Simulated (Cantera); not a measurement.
Input: 1 mol NaOH, a varied amount of H₂, held at 1725 °C and 2.50 bar.

Equilibrium computed with Cantera from the NASA thermochemical tables; the gas is ideal and each condensed phase is pure. Candidate condensed phases: H₂O, Na, NaOH, NaO₂, Na₂O, Na₂O₂; 16 gas species. The numbers say what is thermodynamically allowed, not how fast it happens.

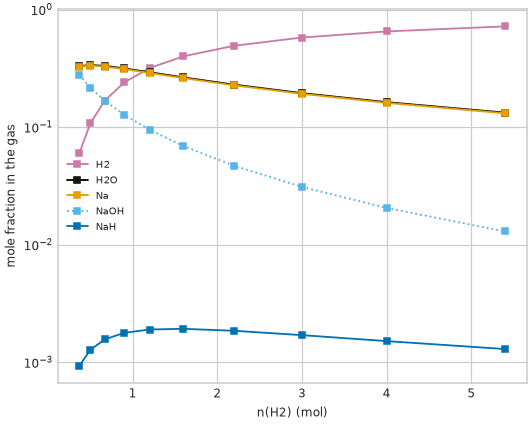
Fig. 1. Equilibrium gas composition (values under 1e-9 drawn at 1e-9)

From 0.37 mol H₂ to 5.4 mol H₂ nothing is condensed. The main Na-bearing gas is Na throughout.
